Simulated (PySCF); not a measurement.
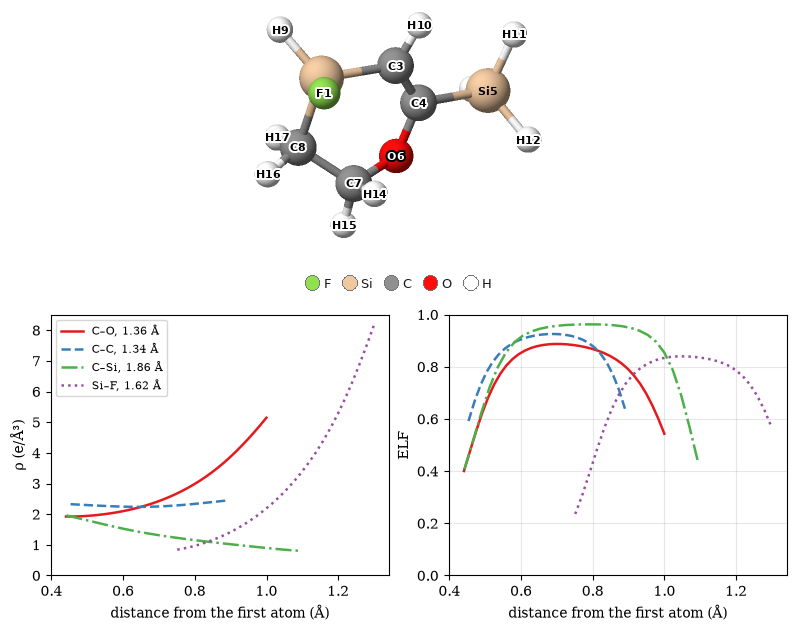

Figure 1: C4H9FOSi2. Electron density and ELF along straight lines between neighbouring atoms. The curves leave out the atomic cores. The structure is drawn too.

Geometry: GFN2-xTB.

These are results of wB97X-D/def2-SVPD, SCF density, gas phase in PySCF, not measurements.

```xyz
17

F    -2.1785    2.2603    0.1176
Si   -1.4289    1.1661   -0.8192
C     0.4070    1.0988   -0.5242
C     0.9951    0.0222    0.0224
Si    2.8612   -0.2862    0.1620
O     0.3557   -1.0360    0.5782
C    -1.0131   -0.9321    0.9314
C    -1.9470   -0.5563   -0.2139
H    -1.8611    1.4934   -2.1681
H     1.0660    1.8629   -0.9073
H     3.5614    0.8810   -0.3765
H     3.1893   -0.4946    1.5723
H     3.1896   -1.4845   -0.6109
H    -1.1087   -0.1829    1.7313
H    -1.2583   -1.9159    1.3434
H    -2.9703   -0.5835    0.1566
H    -1.8663   -1.3008   -1.0050
```

Q: What can be read from the curves?

A: C–O (1.36 Å): the density is about 2.3 e/Å³ at the midpoint, with its minimum of 1.9 e/Å³ about 0.5 Å from C; the ELF peaks at about 0.90 between the atoms; a polar covalent bond.
C–C (1.34 Å): ρ is about 2.2 e/Å³ halfway; the ELF peaks at about 0.95 between the atoms; a short, multiple covalent bond.
C–Si (1.86 Å): ρ at the midpoint is about 0.98 e/Å³; the ELF peaks at about 0.95 between the atoms, as expected for a shared electron pair.
Si–F (1.62 Å): ρ at the midpoint is about 1 e/Å³; the ELF peaks at about 0.85 in the valence shell of F, 0.6 Å from its nucleus, and is about 0.50 at the midpoint.
